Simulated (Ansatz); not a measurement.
## Nudged elastic band of SnHCl2

- system: SnHCl2, multiplicity 2, SMILES [Cl][SnH][Cl]
- method: UKS PBE0/def2-SVP (Ansatz 0.2.0)

One setting was made poor on purpose. It belongs to a series of runs on one base structure; here: band between the two ends. Figures and captions count atoms from 1; the log counts them from 0 in places.

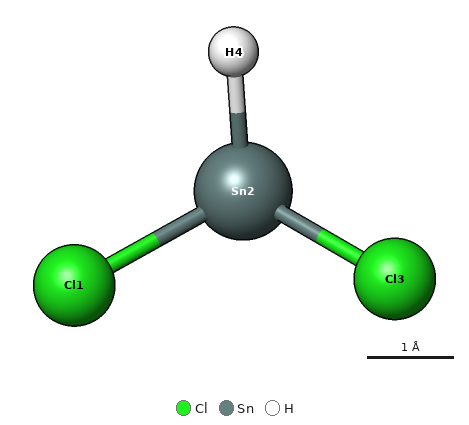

Fig. 1: The structure as given in the input (ball-and-stick view, seen at a tilt; atoms are numbered from 1 in the order of the input). Sticks mark near contacts. Bond lengths as drawn: Cl–Sn 2.36 Å and H–Sn 1.75 Å.

**The input**
```yaml
crystal:
  periodic: [false, false, false]
  atoms:
    - { symbol: Cl, position_ang: [-2.120316, 0.11041, 0.02651] }
    - { symbol: Sn, position_ang: [0.142515, -0.145871, -0.610411] }
    - { symbol: Cl, position_ang: [1.165681, -1.463879, 1.065306] }
    - { symbol: H, position_ang: [0.867619, 1.439139, -0.501805] }
magnetization:
  spin_polarized: true
  initial_magnetization: 1
basis:
  gaussian: { orbitals: def2-SVP }
hamiltonian:
  xc: pbe0
neb:
  order_check: false
  images: 2
  f_tol: 0.05
  max_iterations: 60
  initial_path: idpp
  climbing: true
  final_atoms:
    - { symbol: Cl, position_ang: [-2.1083091, -0.05520727, -0.26245784] }
    - { symbol: Sn, position_ang: [0.09968134, 0.44495349, 0.42045599] }
    - { symbol: Cl, position_ang: [1.17768662, -1.62947909, 0.77636682] }
    - { symbol: H, position_ang: [0.88644014, 1.17953187, -0.95476497] }
```

Machine: 1 thread of Arm Neoverse V2, 24 GiB of memory available, shared host.

Launch command:
```bash
ansatz run input.yaml --threads 1 --pin off --max-ram 2048MiB --backend cpu --events-out ev --progress --plain --runs-dir out
```

**What the program printed**
```
Engine: ansatz 0.2.0, aarch64-unknown-linux-gnu
Functional definition: PBE0
  parameter a = 0.25
  parameter kappa = 0.804
  parameter beta = 0.06672455060314922
  exchange = (1 - a)*pbe_x(kappa = kappa, mu = beta*pi^2/3) + a*exact_x
  correlation = pbe_c(beta = beta)
765 factors; integrals over basis functions are off by at most 2.7e-4 eV
mean field evaluation 1: about -30877.5206 eV, gradient 1.2e1 eV
mean field evaluation 2: about -30876.8110 eV, gradient 1.7e1 eV
mean field evaluation 4: about -30878.5162 eV, gradient 3.3e-1 eV
mean field evaluation 8: about -30878.5210 eV, gradient 8.4e-3 eV
mean field evaluation 16: about -30878.5210 eV, gradient 2.6e-5 eV
mean field -30878.52102685 eV, -1134.7647175235 hartree, gradient 2.6e-5 eV, S^2 0.754287; 0 other end points of the search recorded, 0 dependent functions left out
the calculation of the forces begins
reference -30878.52105049 eV, -1134.7647183923 hartree; 29, 28 occupied and 38, 39 virtual orbitals, 765 factors
765 factors; integrals over basis functions are off by at most 2.3e-4 eV
mean field evaluation 32: about -30878.5210 eV, gradient 9.9e-5 eV
mean field -30878.52102627 eV, -1134.7647175023 hartree, gradient 2.6e-5 eV, S^2 0.754287; 0 other end points of the search recorded, 0 dependent functions left out
[... from here on the field's lines of each further geometry are left out, up to the last ...]
NEB iter   1: max|band force component| = 1.844e0 eV/Å  barrier→ = 0.7845 eV  barrier← = 0.7845 eV  Δτ_max = 0.0982 Å  (110 SCF iters)
NEB iter   2: max|band force component| = 1.850e0 eV/Å  barrier→ = 0.5385 eV  barrier← = 0.5385 eV  CI = image 2  Δτ_max = 0.1751 Å  (64 SCF iters)
NEB iter   3: max|band force component| = 9.773e-1 eV/Å  barrier→ = 0.9871 eV  barrier← = 0.9871 eV  CI = image 2  Δτ_max = 0.1710 Å  (69 SCF iters)
NEB iter   4: max|band force component| = 7.586e-1 eV/Å  barrier→ = 0.9045 eV  barrier← = 0.9045 eV  CI = image 2  Δτ_max = 0.0537 Å  (76 SCF iters)
NEB iter   5: max|band force component| = 7.186e-1 eV/Å  barrier→ = 0.9082 eV  barrier← = 0.9082 eV  CI = image 2  Δτ_max = 0.0607 Å  (68 SCF iters)
NEB iter   6: max|band force component| = 2.473e-1 eV/Å  barrier→ = 0.9341 eV  barrier← = 0.9341 eV  CI = image 2  Δτ_max = 0.0840 Å  (67 SCF iters)
NEB iter   7: max|band force component| = 2.746e-1 eV/Å  barrier→ = 0.8951 eV  barrier← = 0.8951 eV  CI = image 2  Δτ_max = 0.0423 Å  (63 SCF iters)
NEB iter   8: max|band force component| = 2.263e-1 eV/Å  barrier→ = 0.8794 eV  barrier← = 0.8794 eV  CI = image 2  Δτ_max = 0.0839 Å  (60 SCF iters)
NEB iter   9: max|band force component| = 1.598e-1 eV/Å  barrier→ = 0.8508 eV  barrier← = 0.8508 eV  CI = image 2  Δτ_max = 0.1641 Å  (60 SCF iters)
NEB iter  10: max|band force component| = 7.915e-2 eV/Å  barrier→ = 0.8284 eV  barrier← = 0.8284 eV  CI = image 2  Δτ_max = 0.0386 Å  (59 SCF iters)
the calculation of the forces begins
reference -30878.24313393 eV, -1134.7545051468 hartree; 29, 28 occupied and 38, 39 virtual orbitals, 765 factors
765 factors; integrals over basis functions are off by at most 2.5e-4 eV
mean field -30877.69391071 eV, -1134.7343215658 hartree, gradient 2.1e-5 eV, S^2 0.755189; 3 other end points of the search recorded, 0 dependent functions left out
the calculation of the forces begins
reference -30877.69393457 eV, -1134.7343224426 hartree; 29, 28 occupied and 38, 39 virtual orbitals, 765 factors
NEB iter  11: max|band force component| = 2.362e-2 eV/Å  barrier→ = 0.8271 eV  barrier← = 0.8271 eV  CI = image 2  Δτ_max = 0.0000 Å  (125 SCF iters)
```

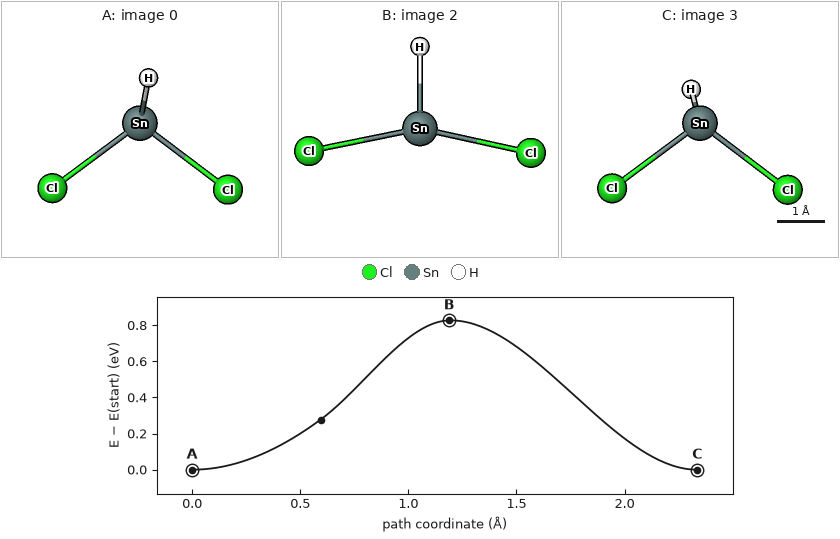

Fig. 2: Images of the last band (counted from 0; ball-and-stick, seen on its broad side) above the energy along the path; the line is a cubic interpolation that uses the forces. The highest image is number 2, 0.827 eV above the start and 0.827 eV above the end (the climbing image); start and end have the same energy. The path is 2.34 Å long. The band converged in 11 iterations.

```
Total energy: -30877.69393457 eV, -1134.7343224426 hartree
Atom 0 at    -2.386502     0.380501    -0.540452 Å, force    -0.001151     0.009577     0.007557 eV/Å
Atom 1 at    -0.073651    -0.178863     0.023508 Å, force     0.006595    -0.002879    -0.025195 eV/Å
Atom 2 at     1.764214    -1.608082     0.771713 Å, force     0.003883     0.007166     0.009148 eV/Å
Atom 3 at     0.751438     1.346242    -0.275168 Å, force    -0.009328    -0.013865     0.008491 eV/Å
Dipole moment:     0.091257     0.168026    -0.034029 e Å
this run last wrote the band of iteration 11 to [file]
```

**The last band as extended XYZ (Å, eV, eV/Å)**
```
4
Properties=species:S:1:pos:R:3:forces:R:3 image=0 energy=-30878.52103
Cl   -2.1203    0.1104    0.0265   -0.0005   0.0008  -0.0006
Sn    0.1425   -0.1459   -0.6104   -0.0005  -0.0022   0.0007
Cl    1.1657   -1.4639    1.0653    0.0007   0.0005  -0.0006
H     0.8676    1.4391   -0.5018    0.0002   0.0009   0.0005
4
Properties=species:S:1:pos:R:3:forces:R:3 image=1 energy=-30878.24311
Cl   -2.2945    0.2848   -0.2711    0.1548  -0.1768   0.3660
Sn    0.0526   -0.1875   -0.3890    0.2111  -0.0100  -0.6829
Cl    1.5207   -1.5431    0.9350   -0.3796   0.0792   0.1971
H     0.7767    1.3857   -0.2953    0.0137   0.1076   0.1198
4
Properties=species:S:1:pos:R:3:forces:R:3 image=2 energy=-30877.69391
Cl   -2.3865    0.3805   -0.5405   -0.0012   0.0096   0.0076
Sn   -0.0737   -0.1789    0.0235    0.0066  -0.0029  -0.0252
Cl    1.7642   -1.6081    0.7717    0.0039   0.0072   0.0091
H     0.7514    1.3462   -0.2752   -0.0093  -0.0139   0.0085
4
Properties=species:S:1:pos:R:3:forces:R:3 image=3 energy=-30878.52103
Cl   -2.0183   -0.1295   -0.6597   -0.0005   0.0010  -0.0002
Sn   -0.0316    0.2637    0.5609   -0.0005  -0.0022   0.0006
Cl    1.2677   -1.7038    0.3791    0.0006   0.0008   0.0004
H     0.8377    1.5095   -0.3006    0.0004   0.0004  -0.0008
```

**Summary**

```tsv
quantity	value
outcome	converged
barrier, forward	0.827 eV
barrier, backward	0.827 eV
wall time	80 s
peak memory	0.19 GiB
```

A deliberately poor setting: few images. The order of the saddle point was not checked.
